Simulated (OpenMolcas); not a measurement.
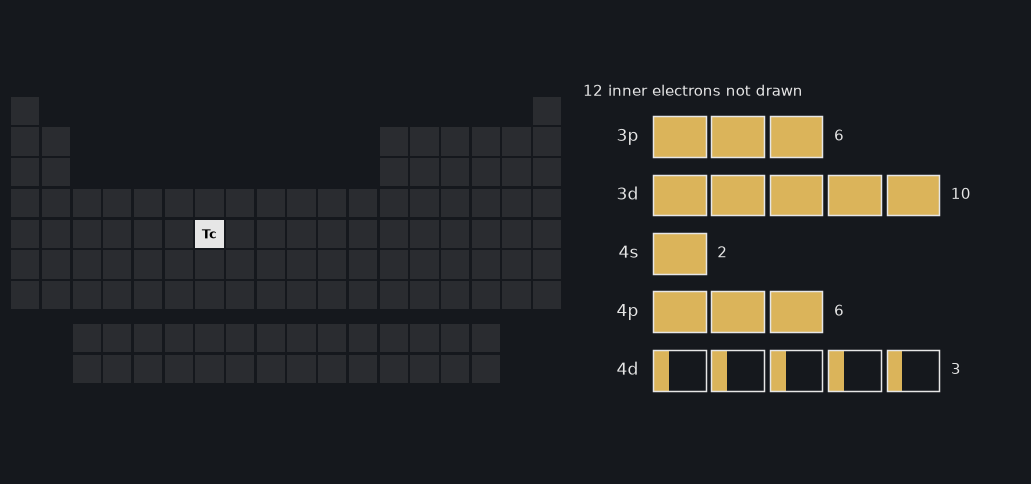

Left, the place of technetium in the periodic table; right, the outer shells of the leading configuration of the lowest level: a box for each of the 2l + 1 orbitals, shaded by the share of the shell that is filled, with the electron count at the right.

# Run report: Tc⁴⁺ complex, multiconfigurational calculation (part 1 of 2)

Tc⁴⁺ with 6 ligands (Cl; octahedron, 2.419 Å), embedded in Cs2ZrCl6 by model potentials and point charges, whose field is part of the energies. Computed at this level: state-averaged CASSCF, active space 3 electrons in the shell 4d, basis ANO-RCC-VTZP on the metal and ANO-RCC-VDZP on the ligands, DKH2 scalar Hamiltonian, spin-orbit coupling by RASSI with atomic mean-field integrals (OpenMolcas).

**Key numbers**

- outcome: converged
- energy of the lowest spin-free term: −7048.39276 hartree
- energy of the lowest spin-orbit level: −7048.39322 hartree
- largest spread among components of a term: 0.0 cm⁻¹
- hardware: 1 thread of Intel Xeon (Granite Rapids), 192 GiB of memory available, shared host
- wall time: 35 s

**Notes**

Without dynamic correlation the splittings between terms come out too large, often by 20 to 50 %. To bear in mind: covalent bonds, ligand orbitals missing from the active space; the geometry is set by hand, with no relaxation.

**Input**
```
&GATEWAY
Basis set
Tc.ANO-RCC-VTZP.
Tc1 0.0 0.0 0.0 Angstrom
End of basis
Basis set
Cl.ANO-RCC-VDZP.
L1 2.419000 0.000000 0.000000 Angstrom
L2 0.000000 2.419000 0.000000 Angstrom
L3 0.000000 0.000000 2.419000 Angstrom
End of basis
Basis set
Cs.EMB-AIMP.Seijo.0s.0s.ECP.Cs2ZrCl6.
PseudoCharge
* 4 symmetry-unique lattice sites within 7.6 angstrom
End of basis
Basis set
Cl.EMB-AIMP.Seijo.0s.0s.ECP.Cs2ZrCl6.
PseudoCharge
* 12 symmetry-unique lattice sites within 7.6 angstrom
End of basis
Basis set
Zr.EMB-AIMP.Seijo.0s.0s.ECP.Cs2ZrCl6.
PseudoCharge
* 6 symmetry-unique lattice sites within 7.6 angstrom
End of basis
Symmetry
XYZ
AngMom=0.0 0.0 0.0
AMFI
RICD
XField
1385 Angstrom 0
* Evjen-weighted lattice charges
&SEWARD
&RASSCF
FileOrb=start.orb
Symmetry=1
Spin=4
nActEl=3 0 0
Inactive=36 36
Ras2=5 0
CIRoot=10 10 1
SDav=10
CIMx=300
Iter=150 100
PrWF=0.3
OrbListing=Nothing
MaxOrb=0
LevShft=1.0
>>> COPY $Project.JobIph JOB001
&RASSCF
FileOrb=start.orb
Symmetry=1
Spin=2
nActEl=3 0 0
Inactive=36 36
Ras2=5 0
CIRoot=40 40 1
SDav=40
CIMx=300
Iter=150 100
PrWF=0.3
OrbListing=Nothing
MaxOrb=0
LevShft=1.0
>>> COPY $Project.JobIph JOB002
&RASSI
NrOfJobIphs=2 10 40
1 2 3 4 5 6 7 8 9 10
1 2 3 4 5 6 7 8 9 10 11 12 13 14 15 16 17 18 19 20 21 22 23 24 25 26 27
28 29 30 31 32 33 34 35 36 37 38 39 40
IphNames
JOB001
JOB002
EJob
SpinOrbit
DIPRint=1.0
SOCoupling=1000.0
Subsets=2
Property=9
'ANGMOM' 1 'ANGMOM' 2 'ANGMOM' 3 'MLTPL  1' 1 'MLTPL  1' 2 'MLTPL  1' 3
'AMFI' 1 'AMFI' 2 'AMFI' 3
SOProperty=3
'ANGMOM' 1 'ANGMOM' 2 'ANGMOM' 3
```

The file start.orb holds starting orbitals from an earlier step. A driver script formed the levels outside the program, from RASSI's spin-orbit matrix and the active-space energies, averaged over the components of each term or state.

Command:
```bash
OMP_NUM_THREADS=1 MOLCAS_MEM=2457 MOLCAS_PROJECT=a pymolcas a.inp > a.log  # once for each step of the input, in one work folder
```

**The program's output (extracts)**
```
--- SEWARD ---
Basis set label: TC.ANO-RCC...7S6P4D2F1G.

      Electronic valence basis set:
      ------------------
      Associated Effective Charge  43.000000 au
      Associated Actual Charge     43.000000 au
      Nuclear Model: Point charge

      Shell  nPrim  nBasis  Cartesian Spherical Contaminant
         s      21       7        X
         p      18       6        X
         d      13       4                 X
         f       6       2                 X
         g       4       1                 X
                  Relativistic Douglas-Kroll-Hess integrals:
                    - DKH order of Hamiltonian: 2
                    - DKH order of Properties : 0
                  Atomic mean-field integrals
--- RASSCF ---
Wave function specifications:
      -----------------------------

      Number of closed shell electrons         144
      Number of electrons in active shells       3
      Max number of holes in RAS1 space          0
      Max nr of electrons in RAS3 space          0
      Number of inactive orbitals               72
      Number of active orbitals                  5
      Number of secondary orbitals              99
      Spin quantum number                      1.5
      State symmetry                             1
Orbital specifications:
      -----------------------

      Symmetry species                           1   2
                                                ag  au
      Frozen orbitals                            0   0
      Inactive orbitals                         36  36
      Active orbitals                            5   0
      RAS1 orbitals                              0   0
      RAS2 orbitals                              5   0
      RAS3 orbitals                              0   0
      Secondary orbitals                        49  50
      Deleted orbitals                           0   0
      Number of basis functions                 90  86
      Number of CSFs                            10
      Number of root(s) required                10
      Iter CI   SX   CI       RASSCF       Energy    max ROT     max BLB   max BLB  Level Ln srch  Step   QN
          iter iter root      energy       change     param      element    value   shift minimum  type update
 Nr of preliminary CI iterations:   1
      Total energies have been shifted. Add                -7000.00 au
        1   1   11    0   -46.95455710    0.00E+00  -9.82E-02   14  44 2  3.02E-01*  1.39   0.00    SX    NO
        2   1   11    0   -47.76461496   -8.10E-01* -1.08E-01*  36  39 1  2.05E-01*  1.11   0.00    SX    NO
        3   1   11    0   -48.08339497   -3.19E-01* -8.20E-02   36  39 1  1.41E-01*  0.89   0.00    SX    NO
        4   1   12    0   -48.18869778   -1.05E-01*  4.63E-02   36  39 1  7.67E-02*  0.77   0.00    SX    NO
        5   1   11    0   -48.22400251   -3.53E-02*  4.71E-02   36  39 1  4.49E-02*  0.73   2.31    LS   YES
        6   1   11    0   -48.24050909   -1.65E-02*  2.16E-02   14  54 2  1.52E-02*  0.69   1.29    QN   YES
        7   1   11    0   -48.24605020   -5.54E-03*  1.06E-02    8  55 2 -9.28E-03*  0.70   1.40    QN   YES
        8   1   10    0   -48.24718906   -1.14E-03* -2.91E-03   14  42 1 -3.88E-03*  0.70   1.27    QN   YES
        9   1    9    0   -48.24735246   -1.63E-04* -1.36E-03   36  39 1  1.40E-03*  0.70   1.28    QN   YES
       10   1    8    0   -48.24738208   -2.96E-05* -5.91E-04    7  54 2  6.77E-04*  0.70   1.34    QN   YES
       11   1    8    0   -48.24738899   -6.91E-06* -4.50E-04   36  39 1  3.24E-04*  0.70   1.39    QN   YES
       12   1    8    0   -48.24739110   -2.11E-06* -3.08E-04   27  38 1  1.87E-04*  0.70   1.48    QN   YES
       13   1    7    0   -48.24739187   -7.70E-07*  1.59E-04   14  42 1  1.37E-04*  0.70   1.43    QN   YES
       14   1    7    0   -48.24739210   -2.34E-07*  6.51E-05   36  46 2  8.20E-05   0.70   1.41    QN   YES
       15   1    6    0   -48.24739217   -6.36E-08*  2.62E-05   36  46 2  4.30E-05   0.70   1.36    QN   YES
       16   1    6    0   -48.24739218   -1.40E-08* -9.08E-06   36  46 2  1.33E-05   0.70   1.33    QN   YES
       17   1    5    0   -48.24739218   -2.46E-09  -3.26E-06    7  54 2  4.64E-06   0.70   1.28    QN   YES
      Convergence after 17 iterations
       18   1    5    0   -48.24739218   -3.45E-10  -3.26E-06   36  84 2  1.63E-06   0.70   1.28    QN   YES
      Natural orbitals and occupation numbers for root  1
      sym 1:   0.000000   0.000000   1.000000   1.000000   1.000000
      Natural orbitals and occupation numbers for root  2
      sym 1:   0.000050   1.000000   0.000050   0.999950   0.999950
      Natural orbitals and occupation numbers for root  3
      sym 1:   0.999931   1.000000   0.999931   0.000069   0.000069
::    RASSCF root number  1 Total energy:  -7048.39275719
::    RASSCF root number  2 Total energy:  -7048.28316824
::    RASSCF root number  3 Total energy:  -7048.28316824
::    RASSCF root number  4 Total energy:  -7048.28316824
::    RASSCF root number  5 Total energy:  -7048.25228305
::    RASSCF root number  6 Total energy:  -7048.25228305
::    RASSCF root number  7 Total energy:  -7048.25228305
::    RASSCF root number  8 Total energy:  -7048.15827026
::    RASSCF root number  9 Total energy:  -7048.15827026
::    RASSCF root number 10 Total energy:  -7048.15827026
--- RASSCF ---
Wave function specifications:
      -----------------------------

      Number of closed shell electrons         144
      Number of electrons in active shells       3
      Max number of holes in RAS1 space          0
      Max nr of electrons in RAS3 space          0
      Number of inactive orbitals               72
      Number of active orbitals                  5
      Number of secondary orbitals              99
      Spin quantum number                      0.5
      State symmetry                             1
Orbital specifications:
      -----------------------

      Symmetry species                           1   2
                                                ag  au
      Frozen orbitals                            0   0
      Inactive orbitals                         36  36
      Active orbitals                            5   0
      RAS1 orbitals                              0   0
      RAS2 orbitals                              5   0
      RAS3 orbitals                              0   0
      Secondary orbitals                        49  50
      Deleted orbitals                           0   0
      Number of basis functions                 90  86
      Number of CSFs                            40
      Number of root(s) required                40
      Iter CI   SX   CI       RASSCF       Energy    max ROT     max BLB   max BLB  Level Ln srch  Step   QN
          iter iter root      energy       change     param      element    value   shift minimum  type update
 Nr of preliminary CI iterations:   1
      Total energies have been shifted. Add                -7000.00 au
        1   1    9    0   -48.18164354    0.00E+00  -8.19E-03   40  46 1 -7.46E-03*  0.71   0.00    SX    NO
        2   1    9    0   -48.18257642   -9.33E-04*  4.38E-03   33  40 1 -4.74E-03*  0.71   0.00    SX    NO
        3   1    9    0   -48.18292005   -3.44E-04*  2.53E-03   33  40 1 -3.28E-03*  0.71   0.00    SX    NO
        4   1    9    0   -48.18306070   -1.41E-04* -1.59E-03   33  40 1 -2.37E-03*  0.71   0.00    SX    NO
        5   1    9    0   -48.18312206   -6.14E-05* -2.34E-03   33  40 1 -1.69E-03*  0.71   2.50    LS   YES
        6   1    8    0   -48.18316836   -4.63E-05* -1.17E-03   33  40 1 -6.93E-04*  0.71   1.38    QN   YES
        7   1    8    0   -48.18317518   -6.83E-06*  5.16E-04   30  42 1 -3.32E-04*  0.71   1.28    QN   YES
        8   1    7    0   -48.18317714   -1.96E-06*  4.38E-04   28  39 1 -2.75E-04*  0.71   1.85    LS   YES
        9   1    7    0   -48.18317770   -5.58E-07*  2.52E-04   28  39 1 -2.83E-04*  0.71   1.04    QN   YES
       10   1    7    0   -48.18317835   -6.49E-07*  1.92E-04   28  39 1 -1.36E-04*  0.71   1.76    LS   YES
       11   1    7    0   -48.18317849   -1.42E-07*  4.10E-05   22  54 2 -1.30E-04*  0.71   0.96    QN   YES
       12   1    6    0   -48.18317858   -8.89E-08* -6.97E-05   30  42 1  4.65E-05   0.71   1.55    QN   YES
       13   1    5    0   -48.18317862   -4.11E-08* -1.51E-05   30  42 1  1.70E-05   0.71   1.12    QN   YES
       14   1    5    0   -48.18317862   -1.72E-09  -5.99E-06   30  42 1  1.04E-05   0.71   1.42    QN   YES
      Convergence after 14 iterations
       15   1    5    0   -48.18317862   -4.42E-10  -5.99E-06   30  42 1  3.44E-06   0.71   1.42    QN   YES
      Natural orbitals and occupation numbers for root  1
      sym 1:   0.992611   1.003496   0.002406   0.014957   0.986531
      Natural orbitals and occupation numbers for root  2
      sym 1:   0.984929   0.995814   0.014957   0.002406   1.001894
      Natural orbitals and occupation numbers for root  3
      sym 1:   0.991316   0.998879   0.004790   0.006136   0.998880
::    RASSCF root number  1 Total energy:  -7048.32975305
::    RASSCF root number  2 Total energy:  -7048.32975305
::    RASSCF root number  3 Total energy:  -7048.32664196
::    RASSCF root number  4 Total energy:  -7048.32664196
::    RASSCF root number  5 Total energy:  -7048.32664196
::    RASSCF root number  6 Total energy:  -7048.29435931
::    RASSCF root number  7 Total energy:  -7048.29435931
::    RASSCF root number  8 Total energy:  -7048.29435931
::    RASSCF root number  9 Total energy:  -7048.23467707
::    RASSCF root number 10 Total energy:  -7048.23165294
::    RASSCF root number 11 Total energy:  -7048.23165294
::    RASSCF root number 12 Total energy:  -7048.23165294
::    RASSCF root number 13 Total energy:  -7048.22527709
::    RASSCF root number 14 Total energy:  -7048.22527708
::    RASSCF root number 15 Total energy:  -7048.22527708
::    RASSCF root number 16 Total energy:  -7048.21731335
::    RASSCF root number 17 Total energy:  -7048.21731335
::    RASSCF root number 18 Total energy:  -7048.20890264
::    RASSCF root number 19 Total energy:  -7048.20890264
::    RASSCF root number 20 Total energy:  -7048.20890264
::    RASSCF root number 21 Total energy:  -7048.18725538
::    RASSCF root number 22 Total energy:  -7048.18725538
::    RASSCF root number 23 Total energy:  -7048.18725538
::    RASSCF root number 24 Total energy:  -7048.17831731
::    RASSCF root number 25 Total energy:  -7048.13536143
::    RASSCF root number 26 Total energy:  -7048.13536143
::    RASSCF root number 27 Total energy:  -7048.12134694
::    RASSCF root number 28 Total energy:  -7048.12134694
::    RASSCF root number 29 Total energy:  -7048.12134694
::    RASSCF root number 30 Total energy:  -7048.11792640
```

(Continued in part 2.)
